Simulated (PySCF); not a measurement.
**C₅H₄F₂: electronic excitations at several levels of theory**

Aim: compute the electronic excitations of C₅H₄F₂ (`CC#C/C(F)=C\F`) at several levels, and see how far they spread and what each costs.

Computed with PySCF 2.14.0, with density-fitted response routines of our own, on a single molecule in the gas phase. Atoms are numbered from 0 throughout.

### 1 Starting geometry

11 atoms, charge 0, multiplicity 1; geometry from: GFN2-xTB. The atoms were then displaced at random by about 0.01 Å, so the start is not that level's minimum.

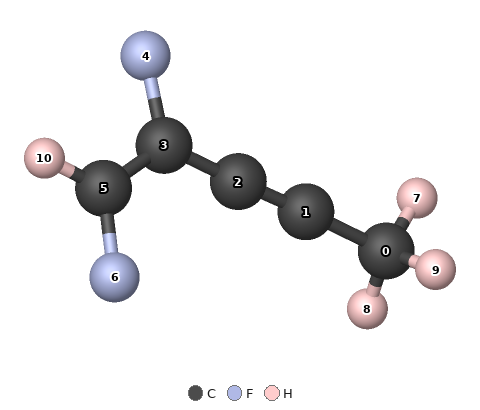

The starting geometry (carbon dark grey, fluorine light blue, hydrogen pink), atoms numbered.

### 2 Relaxing the molecule at PBE0-D3(BJ)/def2-SVP

The job: settings as JSON, then the geometry in Å.

```
{"job": {"xc": "PBE0", "basis": "def2-SVP", "d3": "d3bj", "grid": 1, "shake": 0.01, "kind": "geom"}, "charge": 0, "multiplicity": 1}
C      2.476090     0.002750    -0.012360
C      1.019470     0.132290    -0.132850
C     -0.194270     0.206470    -0.215800
C     -1.539000     0.323500    -0.330570
F     -2.023340     1.221950    -1.235470
C     -2.491300    -0.367180     0.347880
F     -2.129140    -1.292610     1.259020
H      2.951470     0.660060    -0.772540
H      2.759240    -1.001700    -0.146190
H      2.770610     0.349270     0.984550
H     -3.561730    -0.260620     0.238660
```

On the command line:

```sh
> OMP_NUM_THREADS=1 python probes_run.py task.json out
```

The driver reads the jobs from task.json and runs them one after another.

The log of the run:

```text
step   0  E = -391.80478914  max force = 0.077045
step   1  E = -391.81073495  max force = 0.015989
step   2  E = -391.81081855  max force = 0.013632
step   3  E = -391.81153952  max force = 0.005135
step   4  E = -391.81157978  max force = 0.002838
step   5  E = -391.81164968  max force = 0.001290
step   6  E = -391.81167601  max force = 0.000888
step   7  E = -391.81168177  max force = 0.000690
step   8  E = -391.81168317  max force = 0.000230
optimisation converged
```

Wall time 46 s (1 thread of Arm Neoverse V1, shared host); peak memory 0.47 GiB.

The steps of the relaxation:

```
step  energy from step 0 (eV)  largest force component (eV/Å)
   0                   0.0000                          3.9618
   1                  -0.1618                          0.8222
   2                  -0.1641                          0.7010
   3                  -0.1837                          0.2641
   4                  -0.1848                          0.1459
   5                  -0.1867                          0.0663
   6                  -0.1874                          0.0457
   7                  -0.1876                          0.0355
   8                  -0.1876                          0.0118
```

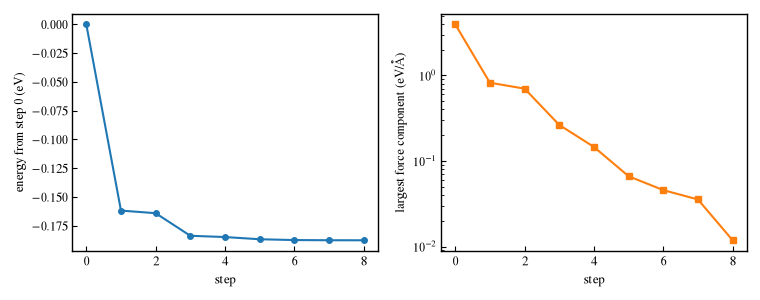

Energy and force, step by step.

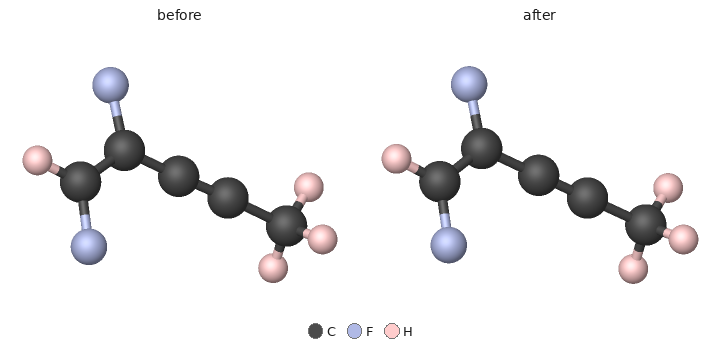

The geometry before (left) and after (right).

Close pairs (by a distance rule), those that changed most:

```
  bond  before (Å)  after (Å)  change (Å)
 C2–C3       1.355      1.416      +0.062
 C0–H8       1.052      1.101      +0.049
 C5–F6       1.348      1.323      -0.026
 C3–F4       1.364      1.339      -0.025
 C0–C1       1.467      1.449      -0.018
 C3–C5       1.358      1.341      -0.017
C5–H10       1.081      1.092      +0.011
 C0–H7       1.112      1.101      -0.011
```

The next job starts from the end point, and lists it.

```
                         at the end point                value
  point group (found at 0.08 Å tolerance)                   C1
rotational constants (GHz, main isotopes)  3.991, 1.538, 1.118
                        dipole moment (D)                 1.46
```

### 3 Ultraviolet spectrum: PBE0/def2-SVP

The job: settings as JSON, then the geometry in Å.

```
{"job": {"kind": "uv", "xc": "PBE0", "basis": "def2-SVP"}, "charge": 0, "multiplicity": 1}
C      2.464071     0.013354    -0.006238
C      1.023375     0.123612    -0.121256
C     -0.183640     0.216848    -0.219864
C     -1.590106     0.331842    -0.341168
F     -2.044731     1.221925    -1.231890
C     -2.495295    -0.370237     0.355053
F     -2.129165    -1.268957     1.253709
H      2.961521     0.635134    -0.766517
H      2.794160    -1.027450    -0.150423
H      2.810863     0.346740     0.984468
H     -3.573073    -0.246942     0.226724
```

Level: TDDFT PBE0/def2-SVP, vertical, gas phase, core orbitals frozen in the response.

The log of the run:

```text
coarse grid: 10088 points
cycle   1  E = -391.6814085347  dE =  9.923e-01  |g| = 6.113e-01  |ddm| = 3.869e+00
cycle   2  E = -391.6247040901  dE =  5.670e-02  |g| = 8.384e-01  |ddm| = 1.483e+00
cycle   3  E = -391.7468164330  dE = -1.221e-01  |g| = 1.175e-01  |ddm| = 9.215e-01
cycle   4  E = -391.7486451622  dE = -1.829e-03  |g| = 7.796e-02  |ddm| = 1.535e-01
cycle   5  E = -391.7501064088  dE = -1.461e-03  |g| = 1.653e-02  |ddm| = 7.361e-02
cycle   6  E = -391.7501695718  dE = -6.316e-05  |g| = 4.817e-03  |ddm| = 1.799e-02
cycle   7  E = -391.7501743491  dE = -4.777e-06  |g| = 1.922e-03  |ddm| = 6.530e-03
final grid: 100736 points
cycle   8  E = -391.8053373736  dE = -1.850e-05  |g| = 6.666e-03  |ddm| = 2.419e-02
cycle   9  E = -391.8053274601  dE =  9.914e-06  |g| = 9.639e-03  |ddm| = 1.493e-02
cycle  10  E = -391.8053472948  dE = -1.983e-05  |g| = 1.182e-03  |ddm| = 9.923e-03
cycle  11  E = -391.8053476430  dE = -3.482e-07  |g| = 3.250e-04  |ddm| = 1.521e-03
cycle  12  E = -391.8053476626  dE = -1.955e-08  |g| = 1.276e-04  |ddm| = 3.744e-04
cycle  13  E = -391.8053476657  dE = -3.153e-09  |g| = 5.440e-05  |ddm| = 1.376e-04
cycle  14  E = -391.8053476665  dE = -7.523e-10  |g| = 9.656e-06  |ddm| = 5.938e-05
converged SCF energy = -391.8053476665

Static polarisability (au): isotropic 56.306, principal 30.047 42.654 96.218

Singlet excitations
state   eV       nm        f      main configurations
  1   5.3685    230.9   0.00011   H->L+1 0.94
  2   5.6398    219.8   0.29875   H->L 0.80, H-1->L+1 0.14
  3   5.6976    217.6   0.00080   H-1->L 0.94
  4   7.0742    175.3   0.27078   H-2->L 0.63, H-1->L+1 0.22, H->L 0.13
  5   7.4803    165.7   0.00041   H-2->L+1 0.90
  6   7.7128    160.8   0.00071   H->L+2 0.98
  7   8.1061    153.0   0.50005   H-1->L+1 0.38, H->L+3 0.32, H-2->L 0.17
  8   8.2821    149.7   0.00131   H-3->L 0.60, H->L+4 0.36
  9   8.3773    148.0   0.00004   H->L+4 0.55, H-3->L 0.39
 10   8.7708    141.4   0.00023   H->L+5 0.84, H->L+6 0.09

Triplet excitations (Tamm-Dancoff, eV): 3.2919 4.9414 5.2368 5.4513
```

Wall time 13 s (1 thread of Arm Neoverse V1, shared host); peak memory 0.57 GiB.

The orbitals next to the gap, with their largest atomic shares:

```
orbital      eV                      atoms
 HOMO−3  -10.75  F6 38 %, F4 21 %, C5 14 %
 HOMO−2   -8.95  C2 36 %, C1 18 %, C3 16 %
 HOMO−1   -8.08   C2 47 %, C1 38 %, H7 4 %
   HOMO   -6.67  C5 30 %, C1 22 %, C3 18 %
   LUMO   -0.63  C5 33 %, C1 23 %, C3 19 %
 LUMO+1    0.45  C1 34 %, C2 25 %, C3 14 %
 LUMO+2    2.00  H7 26 %, H9 25 %, H8 25 %
```

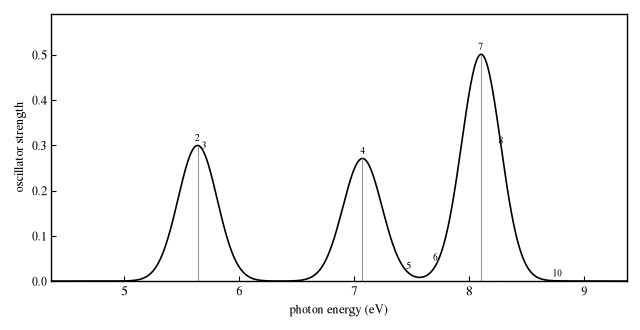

Absorption spectrum from the 10 singlet states computed; above the last one it falls off for lack of states. Lines are broadened to a width of 0.40 eV (Gaussian).

Further results of this job:

```
           property  computed
  dipole moment (D)      1.46
polarisability (Å³)      8.34
 HOMO–LUMO gap (eV)      6.04
      −ε(HOMO) (eV)      6.67
```

### 4 Ultraviolet spectrum: PBE0/def2-TZVP

Settings changed since step 3:

```diff
@@ -1,2 +1,2 @@
-{"job": {"kind": "uv", "xc": "PBE0", "basis": "def2-SVP"}, "charge": 0, "multiplicity": 1}
+{"job": {"kind": "uv", "xc": "PBE0", "basis": "def2-TZVP"}, "charge": 0, "multiplicity": 1}
 C      2.464071     0.013354    -0.006238
```

With the program's defaults for keys left out, this is: TDDFT PBE0/def2-TZVP, vertical, gas phase, core orbitals frozen in the response.

The log of the run:

```text
coarse grid: 10088 points
cycle   1  E = -392.1950727743  dE =  1.043e+00  |g| = 6.192e-01  |ddm| = 3.620e+00
cycle   2  E = -392.1394140644  dE =  5.566e-02  |g| = 8.592e-01  |ddm| = 2.083e+00
cycle   3  E = -392.2576830067  dE = -1.183e-01  |g| = 1.258e-01  |ddm| = 1.283e+00
cycle   4  E = -392.2595868227  dE = -1.904e-03  |g| = 8.265e-02  |ddm| = 1.376e-01
cycle   5  E = -392.2611411475  dE = -1.554e-03  |g| = 2.117e-02  |ddm| = 7.213e-02
cycle   6  E = -392.2612402006  dE = -9.905e-05  |g| = 5.353e-03  |ddm| = 2.388e-02
cycle   7  E = -392.2612458766  dE = -5.676e-06  |g| = 2.044e-03  |ddm| = 8.316e-03
final grid: 100736 points
cycle   8  E = -392.2572118366  dE = -5.671e-05  |g| = 6.394e-03  |ddm| = 1.209e-01
cycle   9  E = -392.2572029329  dE =  8.904e-06  |g| = 9.070e-03  |ddm| = 1.650e-02
cycle  10  E = -392.2572202086  dE = -1.728e-05  |g| = 1.488e-03  |ddm| = 1.357e-02
cycle  11  E = -392.2572206940  dE = -4.854e-07  |g| = 4.318e-04  |ddm| = 3.244e-03
cycle  12  E = -392.2572207217  dE = -2.774e-08  |g| = 2.546e-04  |ddm| = 3.969e-04
cycle  13  E = -392.2572207357  dE = -1.393e-08  |g| = 5.483e-05  |ddm| = 2.038e-04
cycle  14  E = -392.2572207364  dE = -6.868e-10  |g| = 1.457e-05  |ddm| = 7.200e-05
converged SCF energy = -392.2572207364

Static polarisability (au): isotropic 64.046, principal 38.225 50.591 103.323

Singlet excitations
state   eV       nm        f      main configurations
  1   5.2782    234.9   0.00010   H->L+1 0.95
  2   5.5176    224.7   0.30417   H->L 0.82, H-1->L+1 0.13
  3   5.6248    220.4   0.00063   H-1->L 0.96
  4   6.9722    177.8   0.27670   H-2->L 0.61, H-1->L+1 0.25, H->L 0.12
  5   7.0059    177.0   0.00006   H->L+2 0.98
  6   7.3589    168.5   0.00015   H-2->L+1 0.82, H->L+5 0.09
  7   7.9258    156.4   0.00613   H->L+3 0.91
  8   7.9343    156.3   0.42373   H-1->L+1 0.34, H->L+4 0.33, H-2->L 0.20
  9   8.1199    152.7   0.00415   H-1->L+2 0.99
 10   8.1523    152.1   0.00054   H->L+5 0.83, H-2->L+1 0.08

Triplet excitations (Tamm-Dancoff, eV): 3.2685 4.8661 5.2049 5.3764
```

It took 39 s on 1 thread of Arm Neoverse V1, shared host; peak memory 0.91 GiB.

Key values: HOMO -6.75 eV, LUMO -0.76 eV; lowest singlet 5.28 eV.

### 5 Excited states and response: PBE0/aug-cc-pVDZ

Settings changed since step 4:

```diff
@@ -1,2 +1,2 @@
-{"job": {"kind": "uv", "xc": "PBE0", "basis": "def2-TZVP"}, "charge": 0, "multiplicity": 1}
+{"job": {"kind": "uv", "xc": "PBE0", "basis": "aug-cc-pVDZ"}, "charge": 0, "multiplicity": 1}
 C      2.464071     0.013354    -0.006238
```

Level: TDDFT PBE0/aug-cc-pVDZ, vertical, gas phase, core orbitals frozen in the response.

The log of the run:

```text
coarse grid: 10088 points
cycle   1  E = -392.0814651577  dE =  1.074e+00  |g| = 5.445e-01  |ddm| = 9.886e+00
cycle   2  E = -392.0359049273  dE =  4.556e-02  |g| = 7.519e-01  |ddm| = 2.460e+00
cycle   3  E = -392.1354715037  dE = -9.957e-02  |g| = 1.127e-01  |ddm| = 1.319e+00
cycle   4  E = -392.1372292309  dE = -1.758e-03  |g| = 7.021e-02  |ddm| = 3.047e-01
cycle   5  E = -392.1383852747  dE = -1.156e-03  |g| = 1.748e-02  |ddm| = 1.432e-01
cycle   6  E = -392.1384560608  dE = -7.079e-05  |g| = 4.700e-03  |ddm| = 4.827e-02
cycle   7  E = -392.1384606079  dE = -4.547e-06  |g| = 1.884e-03  |ddm| = 1.355e-02
final grid: 100736 points
cycle   8  E = -392.1462054422  dE = -2.499e-05  |g| = 7.052e-03  |ddm| = 2.083e-01
cycle   9  E = -392.1461948302  dE =  1.061e-05  |g| = 1.026e-02  |ddm| = 4.424e-02
cycle  10  E = -392.1462164710  dE = -2.164e-05  |g| = 1.287e-03  |ddm| = 2.206e-02
cycle  11  E = -392.1462168752  dE = -4.042e-07  |g| = 3.309e-04  |ddm| = 3.981e-03
cycle  12  E = -392.1462168949  dE = -1.972e-08  |g| = 1.542e-04  |ddm| = 8.154e-04
cycle  13  E = -392.1462168993  dE = -4.366e-09  |g| = 5.728e-05  |ddm| = 3.497e-04
cycle  14  E = -392.1462169001  dE = -8.208e-10  |g| = 1.447e-05  |ddm| = 1.272e-04
converged SCF energy = -392.1462169001

Static polarisability (au): isotropic 67.833, principal 42.315 54.392 106.791

Singlet excitations
state   eV       nm        f      main configurations
  1   5.2197    237.5   0.00026   H->L+2 0.90
  2   5.4643    226.9   0.31380   H->L 0.83, H-1->L+2 0.11
  3   5.6017    221.3   0.00062   H-1->L 0.96
  4   5.7774    214.6   0.00013   H->L+1 0.94
  5   6.2283    199.1   0.00545   H->L+3 0.93
  6   6.7969    182.4   0.01410   H->L+4 0.92
  7   6.8200    181.8   0.00074   H->L+5 0.63, H->L+7 0.15, H->L+6 0.15
  8   6.8885    180.0   0.23273   H-2->L 0.51, H-1->L+2 0.25, H->L 0.09
  9   6.9359    178.8   0.00407   H->L+7 0.43, H->L+6 0.42
 10   6.9979    177.2   0.02796   H-1->L+1 0.90

Triplet excitations (Tamm-Dancoff, eV): 3.2638 4.8387 5.2029 5.3460
```

Wall time 30 s (1 thread of Arm Neoverse V1, shared host); peak memory 0.82 GiB.

This run: HOMO -6.78 eV, LUMO -0.83 eV; lowest singlet 5.22 eV.

### 6 TDDFT and polarisability: PBE0/6-31+G*

Settings changed since step 5:

```diff
@@ -1,2 +1,2 @@
-{"job": {"kind": "uv", "xc": "PBE0", "basis": "aug-cc-pVDZ"}, "charge": 0, "multiplicity": 1}
+{"job": {"kind": "uv", "xc": "PBE0", "basis": "6-31+G*"}, "charge": 0, "multiplicity": 1}
 C      2.464071     0.013354    -0.006238
```

With the program's defaults for keys left out, this is: TDDFT PBE0/6-31+G*, vertical, gas phase, core orbitals frozen in the response.

The log of the run:

```text
coarse grid: 10088 points
cycle   1  E = -392.0832733092  dE =  1.064e+00  |g| = 5.379e-01  |ddm| = 6.892e+02
cycle   2  E = -392.0417771320  dE =  4.150e-02  |g| = 7.309e-01  |ddm| = 4.166e+00
cycle   3  E = -392.1375651454  dE = -9.579e-02  |g| = 1.151e-01  |ddm| = 2.437e+00
cycle   4  E = -392.1394826184  dE = -1.917e-03  |g| = 6.968e-02  |ddm| = 3.015e-01
cycle   5  E = -392.1406222807  dE = -1.140e-03  |g| = 1.758e-02  |ddm| = 1.226e-01
cycle   6  E = -392.1406947410  dE = -7.246e-05  |g| = 4.470e-03  |ddm| = 5.102e-02
cycle   7  E = -392.1406987516  dE = -4.011e-06  |g| = 1.956e-03  |ddm| = 1.143e-02
final grid: 100736 points
cycle   8  E = -392.1095237242  dE = -1.980e-05  |g| = 7.545e-03  |ddm| = 2.278e-01
cycle   9  E = -392.1095108992  dE =  1.283e-05  |g| = 1.121e-02  |ddm| = 3.403e-02
cycle  10  E = -392.1095360868  dE = -2.519e-05  |g| = 1.239e-03  |ddm| = 2.259e-02
cycle  11  E = -392.1095364658  dE = -3.790e-07  |g| = 3.399e-04  |ddm| = 7.699e-03
cycle  12  E = -392.1095364877  dE = -2.197e-08  |g| = 1.442e-04  |ddm| = 6.593e-04
cycle  13  E = -392.1095364914  dE = -3.689e-09  |g| = 6.055e-05  |ddm| = 3.758e-04
cycle  14  E = -392.1095364924  dE = -9.341e-10  |g| = 1.253e-05  |ddm| = 1.580e-04
converged SCF energy = -392.1095364924

Static polarisability (au): isotropic 62.369, principal 36.326 49.013 101.768

Singlet excitations
state   eV       nm        f      main configurations
  1   5.2290    237.1   0.00023   H->L+1 0.94
  2   5.5132    224.9   0.30418   H->L 0.82, H-1->L+1 0.12
  3   5.6278    220.3   0.00067   H-1->L 0.96
  4   6.1648    201.1   0.00015   H->L+2 0.90
  5   6.6029    187.8   0.00867   H->L+3 0.91
  6   6.9412    178.6   0.29014   H-2->L 0.50, H-1->L+1 0.29, H->L 0.11
  7   7.0243    176.5   0.00100   H->L+4 0.50, H->L+6 0.34, H-2->L+1 0.10
  8   7.1198    174.1   0.00187   H->L+4 0.42, H->L+6 0.31, H-2->L+1 0.15
  9   7.2922    170.0   0.00041   H->L+5 0.85, H-2->L 0.09
 10   7.3683    168.3   0.02076   H-1->L+2 0.95

Triplet excitations (Tamm-Dancoff, eV): 3.2743 4.8400 5.1949 5.3668
```

Run time: 17 s. Hardware: 1 thread of Arm Neoverse V1, shared host; peak memory 0.65 GiB.

Key values: HOMO -6.78 eV, LUMO -0.79 eV; lowest singlet 5.23 eV.

### 7 Side by side: electronic excitations

Excitations and ground-state properties, with basis size and wall time:

```
             run  lowest singlet (eV)  brightest (eV)      f  gap (eV)  α (Å³)  μ (D)  functions  time
   PBE0/def2-SVP                 5.37            8.11  0.500      6.04    8.34   1.46        118  13 s
  PBE0/def2-TZVP                 5.28            7.93  0.424      6.00    9.49   1.49        241  39 s
PBE0/aug-cc-pVDZ                 5.22            5.46  0.314      5.95   10.05   1.55        197  30 s
    PBE0/6-31+G*                 5.23            5.51  0.304      5.99    9.24   1.54        134  17 s
```

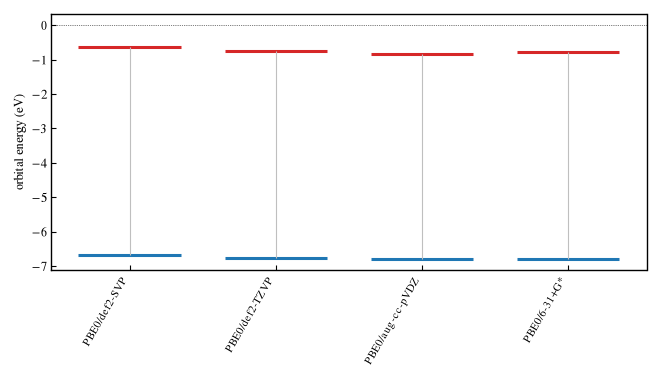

HOMO (blue) and LUMO (red) run by run.

### 8 Summary of results

```
                                quantity                        value
                             point group                           C1
    rotational constants (main isotopes)         3.99, 1.54, 1.12 GHz
          lowest singlet (PBE0/def2-SVP)  5.37 eV (231 nm), f = 0.000
brightest single state of those computed  state 7, 8.11 eV, f = 0.500
                          lowest triplet                      3.29 eV
             range of the lowest singlet              5.22 to 5.37 eV
```

Single values in the summary come from the first sound run of each kind (PBE0/def2-SVP), which need not be the best level. The start of the PBE0/def2-SVP relaxation was shaken at random by about 0.01 Å, so part of the energy gained, and of the first lengths quoted, undoes that. The optimisation took 8 steps and gained 0.188 eV; among the close pairs (by a distance rule), C2–C3 changed most, from 1.355 to 1.416 Å. The lowest singlet, at 5.37 eV, is HOMO→LUMO+1 0.94 and is dark; of the 10 states computed, the strongest absorption comes from state 7 at 8.11 eV. The lowest triplet lies 2.08 eV below the lowest singlet (triplets in Tamm-Dancoff, singlets in full TDDFT). At PBE0/def2-SVP, states above −ε(HOMO) (6.67 eV) lie where TDDFT describes them poorly and they hang on the basis; the brightest is among them. The basis of PBE0/def2-SVP has no diffuse functions, so Rydberg states are missing and the high states are unreliable. The lowest singlet runs from 5.22 eV (PBE0/aug-cc-pVDZ) to 5.37 eV (PBE0/def2-SVP), while the orbital gap spans 5.95 to 6.04 eV. The lowest state need not be the same one in every run. The runs solved for a few states only, so the brightest column depends on that window.
